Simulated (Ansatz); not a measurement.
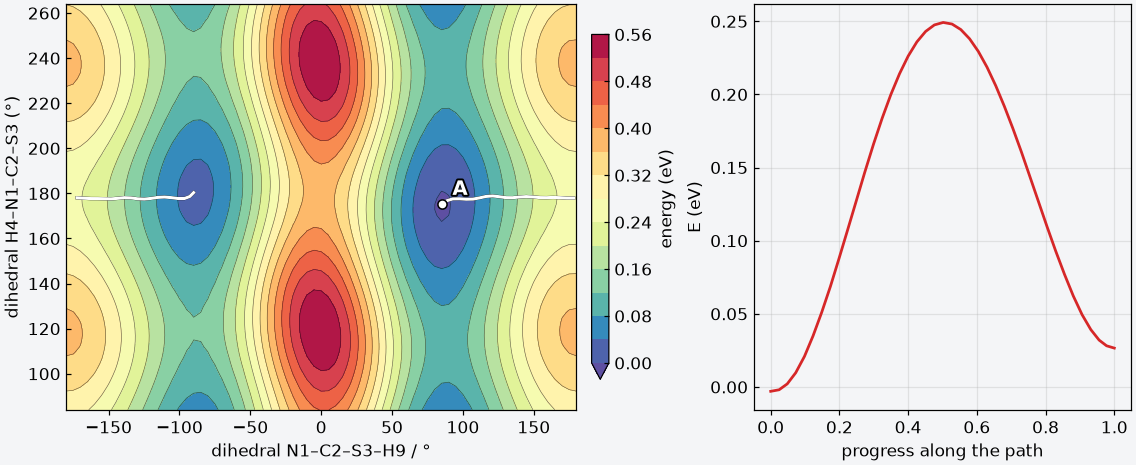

CH6NS, SMILES [NH3+]CS, charge +1. First axis: dihedral N1–C2–S3–H9. Second axis: dihedral H4–N1–C2–S3. Nothing is relaxed (all other coordinates rigid). The grid has 18 × 17 points. All energies are given in eV relative to the lowest grid point. Computed with RKS PBE0-D4/def2-TZVP (Ansatz).

Drawn: filled contours, a line along the lowest path, the energy along the path at the right, the start A. Between grid points the surface is interpolated.

Describe the path and its barrier.

Answer. The easiest path leads from the well at about dihedral N1–C2–S3–H9 = 85°, dihedral H4–N1–C2–S3 = 175° to the well at about dihedral N1–C2–S3–H9 = −90°, dihedral H4–N1–C2–S3 = 180°, about 0.03 eV higher (on a rigid scan; wells that are mirror images or exchange like atoms can differ by this much). Its highest point lies about 0.25 eV above the bottom of the first well on the interpolated surface, at about dihedral N1–C2–S3–H9 = 180°, dihedral H4–N1–C2–S3 = 178°. Seen from the upper well the barrier is about 0.22 eV. The start is the relaxed structure and all else is held, so a fully relaxed path at this level can only be lower.
